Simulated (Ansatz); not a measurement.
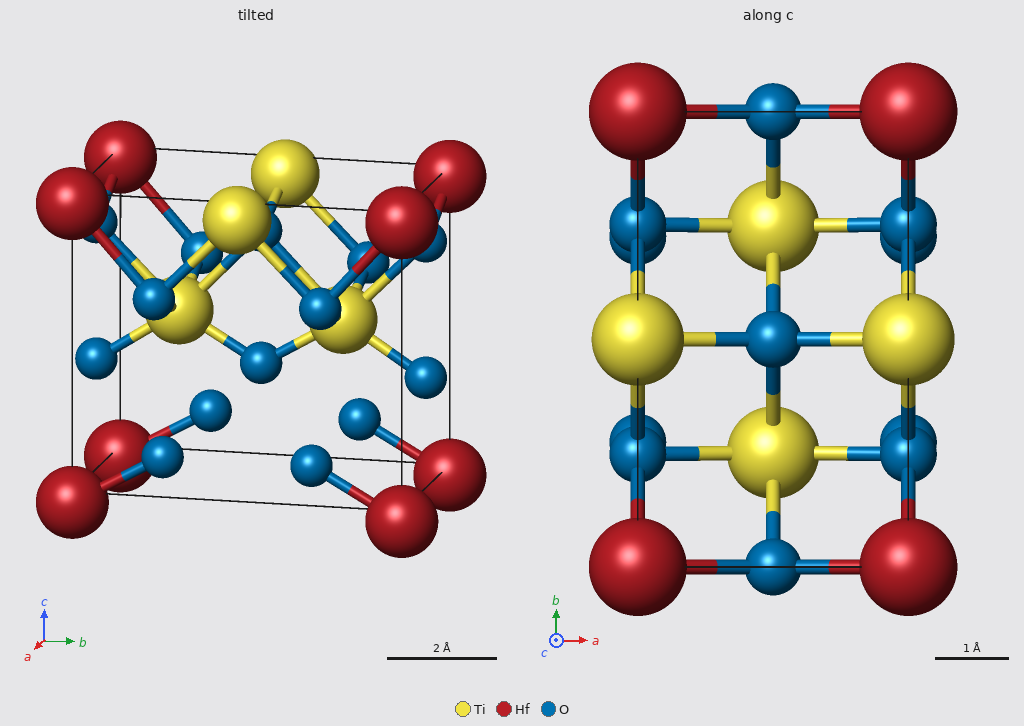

This ball-and-stick model is shown slightly off an axis and along the c axis. Atoms at the boundary of the conventional unit cell (the box) are drawn once for each face, edge or corner they touch.

HfTi3O8, space group Pmm2 (No. 25), a = 3.727 Å, b = 6.271 Å, c = 5.684 Å, α = 90.00°, β = 90.00°, γ = 90.00°. Its origin is a structure type filled with these elements by a generator (whether the compound takes this form wasn't checked). Earlier steps of the study, as a rule a relaxation of our own, may have changed the cell and positions, so they can lie some per cent off the listed ones. Ansatz was used for an electronic-structure calculation on it.

This one geometry was computed with Ansatz (DFT, plane waves, PAW) at five levels of theory: PBE, PBE with spin-orbit coupling, PBE0, r2SCAN and HSE06. It was relaxed beforehand with r2SCAN.

**Which level gives the highest pressure at this volume, and what does that say about its equilibrium volume?**

Highest: PBE (5.1 GPa) and PBE with spin-orbit coupling (5.1 GPa), which points to the largest equilibrium volume. Lowest, with the smallest volume: PBE0 (-1.8 GPa) and HSE06 (-1.7 GPa). Levels within 0.5 GPa of each other can't be told apart.

**How does the band gap change with the level of theory?**

PBE with spin-orbit coupling: a gap of 2.90 eV, indirect; PBE: a gap of 2.90 eV, indirect; r2SCAN: a gap of 3.28 eV, indirect; HSE06: a gap of 4.46 eV, indirect; PBE0: a gap of 5.21 eV, indirect.

**Collect the results in a table.**

| level | cutoff (eV) | k-mesh of the run's cell | gap (eV) | pressure (GPa) |
| --- | --- | --- | --- | --- |
| PBE | 420 | 8×4×4 | 2.90 | 5.1 |
| PBE with spin-orbit coupling | 420 | 8×4×4 | 2.90 | 5.1 |
| PBE0 | 420 | 4×2×4 | 5.21 | -1.8 |
| r2SCAN | 500 | 8×4×4 | 3.28 | 0.0 |
| HSE06 | 420 | 4×2×4 | 4.46 | -1.7 |

Gaps are taken on the k-mesh or band path of each run.
